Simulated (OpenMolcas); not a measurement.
# One shape, several levels: singlet SnSiH5O−

We compute a comparison of 6 runs (HF/3-21G, HF/def2-SVPD, BHLYP/def2-SVPD, BLYP/def2-SVPD, revPBE/def2-SVPD, MP2/def2-SVPD) of singlet SnSiH5O−. 

The calculation is run with OpenMolcas 26.06.

## (1) The structure to begin with

The species is SnSiH5O− (8 atoms), meant as a singlet with charge -1. SMILES of the parent species: `[SiH3][O][SnH2]`. The coordinates come from a PBE0-D4/def2-TZVP relaxation. This is one conformer, not always the lowest. That shape belongs to the parent species and isn't relaxed for this state.

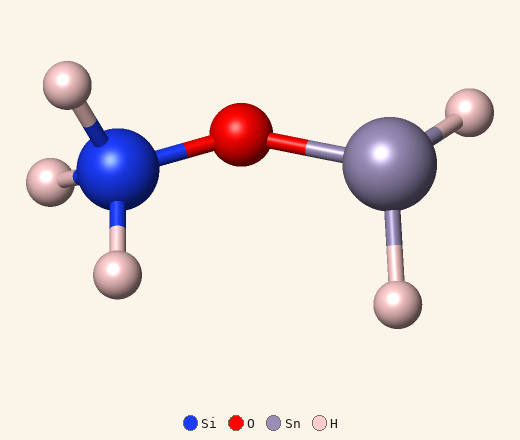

The structure, seen from a chosen angle (silicon blue, oxygen red, tin purple, hydrogen pink).

## (2) A single-point energy at HF/3-21G (run 1)

The input, run.input:

```
* H5OSiSn Hartree-Fock
&GATEWAY
BasLib=$CurrDir
Coord
8
angstrom
Si      -0.737900       1.075100      -0.480800
O        0.586900       0.306200       0.078800
Sn       0.956500      -1.332100       1.108000
H       -1.877900       0.127700      -0.658800
H       -0.424600       1.696400      -1.794600
H       -1.173500       2.142300       0.461900
H        2.665400      -1.489100       0.950500
H        0.097400      -2.583700       0.279200
Basis=3-21G
Group=NoSym
&SEWARD
&SCF
Charge=-1
Thresholds=1e-10 1e-07 1e-07 1e-05
PrOrbitals=1 2
```

The basis set 3-21G is read from a file made from the Basis Set Exchange's data (not shown).

Started as:

```console
export MOLCAS_MEM=1860
pymolcas run.input > run.log
```

Standard output:

```text
--- Start Module: gateway ---
[...]
--- Stop Module: gateway /rc=_RC_ALL_IS_WELL_ ---
--- Start Module: seward ---
[...]
      Basis functions           63
--- Stop Module: seward /rc=_RC_ALL_IS_WELL_ ---
[...]
--- Start Module: scf ---
[...]
       Convergence after  15 Iterations
[...]
::    Total SCF energy                              -6361.0494477216
[...]
      Total spin, S                                     0.0000000000
[...]
      Total electronic charge=   78.000000
      Total            charge=   -1.000000
[...]
      Dipole Moment (debye):
      Origin of the operator (angstrom)=    0.6081   -0.7392    0.7098
                   X= -6.7458E-01               Y=  3.8583E-01               Z= -1.7961E+00           Total=  1.9570E+00
      Center of Charge (angstrom)
[...]
--- Stop Module: scf /rc=_RC_ALL_IS_WELL_ ---
[...]
```

Wall time 5.4 s (1 thread of AMD EPYC 7R43 (Zen 3), shared host); peak memory 0.4 GiB.

## (3) The energy at HF/def2-SVPD (core potential) (run 2)

The input, mol.xyz:

```xyz
8

Si    -0.737900     1.075100    -0.480800
O      0.586900     0.306200     0.078800
Sn     0.956500    -1.332100     1.108000
H     -1.877900     0.127700    -0.658800
H     -0.424600     1.696400    -1.794600
H     -1.173500     2.142300     0.461900
H      2.665400    -1.489100     0.950500
H      0.097400    -2.583700     0.279200
```

The input, job.input:

```
>>> EXPORT MOLCAS_PRINT=2

&GATEWAY
  BasLib=$CurrDir
  Coord=mol.xyz
  Basis=def2-SVPD
  Group=NoSym

&SEWARD

&SCF
  Charge=-1
  Thresholds=1e-10 1e-07 1e-07 1e-05
  PrOrbitals=1 2
```

The basis set def2-SVPD is read from a file made from the Basis Set Exchange's data (not shown).

Started as:

```console
export MOLCAS_MEM=1860
pymolcas job.input > job.log
```

Standard output:

```text
--- Start Module: gateway ---
[...]
--- Stop Module: gateway /rc=_RC_ALL_IS_WELL_ ---
--- Start Module: seward ---
[...]
      Basis functions          119
--- Stop Module: seward /rc=_RC_ALL_IS_WELL_ ---
[...]
--- Start Module: scf ---
[...]
       Convergence after  19 Iterations
[...]
::    Total SCF energy                               -579.9419226015
[...]
      Total spin, S                                     0.0000000000
[...]
      Total electronic charge=   50.000000
      Total            charge=   -1.000000
[...]
      Dipole Moment (debye):
      Origin of the operator (angstrom)=    0.6081   -0.7392    0.7098
                   X= -3.8489E-01               Y=  6.2421E-01               Z= -1.5315E+00           Total=  1.6980E+00
      Center of Charge (angstrom)
[...]
--- Stop Module: scf /rc=_RC_ALL_IS_WELL_ ---
[...]
```

Wall time 32 s (1 thread of AMD EPYC 7R43 (Zen 3), shared host); peak memory 0.75 GiB.

Runs 3 to 4 aren't shown in full; the table further down has their settings and results.

## (4) A single-point energy at revPBE/def2-SVPD (core potential) (run 5)

The input, test.inp:

```
* H5OSiSn Kohn-Sham DFT
&GATEWAY
BasLib=$CurrDir
BasisSet
Si.def2-SVPD....
Si1 -0.737900 1.075100 -0.480800 angstrom
End of Basis
BasisSet
O.def2-SVPD....
O2 0.586900 0.306200 0.078800 angstrom
End of Basis
BasisSet
Sn.def2-SVPD....
Sn3 0.956500 -1.332100 1.108000 angstrom
End of Basis
BasisSet
H.def2-SVPD....
H4 -1.877900 0.127700 -0.658800 angstrom
H5 -0.424600 1.696400 -1.794600 angstrom
H6 -1.173500 2.142300 0.461900 angstrom
H7 2.665400 -1.489100 0.950500 angstrom
H8 0.097400 -2.583700 0.279200 angstrom
End of Basis
&SEWARD
GridInput
Grid=UltraFine
End of Grid
&SCF
Charge=-1
KSDFT=revPBE
Thresholds=1e-10 1e-07 1e-07 1e-05
PrOrbitals=1
```

The basis set def2-SVPD is read from a file made from the Basis Set Exchange's data (not shown).

Started as:

```console
export MOLCAS_MEM=1860
pymolcas test.inp > test.log
```

Standard output:

```text
--- Start Module: gateway ---
[...]
--- Stop Module: gateway /rc=_RC_ALL_IS_WELL_ ---
--- Start Module: seward ---
[...]
      Basis functions          119
--- Stop Module: seward /rc=_RC_ALL_IS_WELL_ ---
[...]
--- Start Module: scf ---
[...]
       Convergence after  22 Iterations
[...]
::    Total KS-DFT energy                            -581.8762055197
[...]
      Total spin, S                                     0.0000000000
[...]
      Total electronic charge=   50.000000
      Total            charge=   -1.000000
[...]
      Dipole Moment (debye):
      Origin of the operator (angstrom)=    0.6081   -0.7392    0.7098
                   X= -1.8228E-01               Y=  3.4830E-01               Z= -6.9664E-01           Total=  7.9991E-01
      Center of Charge (angstrom)
[...]
--- Stop Module: scf /rc=_RC_ALL_IS_WELL_ ---
[...]
```

Run time: 80 s. Hardware: 1 thread of AMD EPYC 7R43 (Zen 3), shared host; peak memory 0.75 GiB.

## (5) The energy at MP2/def2-SVPD (core potential) (run 6)

The input, test.inp:

```
* H5OSiSn MP2
&GATEWAY
BASLIB=$CurrDir
COORD
8
angstrom
Si      -0.737900       1.075100      -0.480800
O        0.586900       0.306200       0.078800
Sn       0.956500      -1.332100       1.108000
H       -1.877900       0.127700      -0.658800
H       -0.424600       1.696400      -1.794600
H       -1.173500       2.142300       0.461900
H        2.665400      -1.489100       0.950500
H        0.097400      -2.583700       0.279200
BASIS=def2-SVPD
GROUP=NoSym
&SEWARD
&SCF
CHARGE=-1
THRESHOLDS=1e-10 1e-07 1e-07 1e-05
PRORBITALS=1 1
&MBPT2
FROZEN=10
```

The basis set def2-SVPD is read from a file made from the Basis Set Exchange's data (not shown).

Started as:

```console
export MOLCAS_MEM=1860
pymolcas test.inp > test.log
```

Standard output:

```text
--- Start Module: gateway ---
[...]
--- Stop Module: gateway /rc=_RC_ALL_IS_WELL_ ---
[...]
      Basis functions          119
[...]
--- Start Module: scf ---
[...]
       Convergence after  19 Iterations
[...]
::    Total SCF energy                               -579.9419226015
[...]
      Total spin, S                                     0.0000000000
[...]
      Total electronic charge=   50.000000
      Total            charge=   -1.000000
[...]
      Dipole Moment (debye):
      Origin of the operator (angstrom)=    0.6081   -0.7392    0.7098
                   X= -3.8489E-01               Y=  6.2421E-01               Z= -1.5315E+00           Total=  1.6980E+00
      Center of Charge (angstrom)
[...]
--- Stop Module: scf /rc=_RC_ALL_IS_WELL_ ---
[...]
--- Start Module: mbpt2 ---
[...]
WARNING!
Default frozen orbitals as non valence orbitals is overwritten by user input.
Default values:   3
[...]
       Reference weight ( Cref**2 )         =        0.85652
::    Total MBPT2 energy                             -580.3798695618
[...]
      Total MBPT2 calculations                           1.17      1.30
--- Stop Module: mbpt2 /rc=_RC_ALL_IS_WELL_ ---
[...]
```

Wall time 34 s (1 thread of AMD EPYC 7R43 (Zen 3), shared host); peak memory 0.75 GiB.

## (6) The series

```
run                              level  integration grid  frozen core orbitals   energy (Eh)  HOMO energy (eV)  LUMO energy (eV)  HOMO–LUMO gap (eV)  wall time
  1                           HF/3-21G                 –                     –  -6361.049448             -0.97              8.12                9.09      5.4 s
  2      HF/def2-SVPD (core potential)                 –                     –   -579.941923             -1.45              5.56                7.01       32 s
  3   BHLYP/def2-SVPD (core potential)         UltraFine                     –   -581.813351             -0.40              4.37                4.76       76 s
  4    BLYP/def2-SVPD (core potential)         UltraFine                     –   -581.840309              1.25              3.23                1.98       76 s
  5  revPBE/def2-SVPD (core potential)         UltraFine                     –   -581.876206              1.19              3.23                2.04       80 s
  6     MP2/def2-SVPD (core potential)                 –                    10   -580.379870             -1.45              5.56                7.01       34 s
```

## (7) Outcome

| quantity | value |
| --- | --- |
| run 6: total energy | -580.37987 Eh |
| run 6: HOMO energy (Hartree–Fock orbitals) | -1.45 eV |
| run 6: LUMO energy (Hartree–Fock orbitals) | 5.56 eV |
| run 6: HOMO–LUMO gap (to an unbound level, set by the basis) | 7.01 eV |
| run 6: correlation energy (10 core orbitals frozen) | -437.9 mEh |

**Reading.** Over runs 1, 2, 3, 4, 5 the HOMO–LUMO gap runs from 1.98 eV (BLYP/def2-SVPD) to 9.09 eV (HF/3-21G). The two ends differ in method and basis and core potential. The empty levels of an anion lie above zero and hang on the basis. Totals of different functionals can't be ranked against each other. Some runs of one species differ in core potentials or relativity; totals across that change don't compare. In runs 4, 5 the HOMO lies above zero, so the outermost electron may be held by the basis alone. In run 1 relativity is left out where basis or elements ask for it. All runs together took 5 min, the longest 80 s.
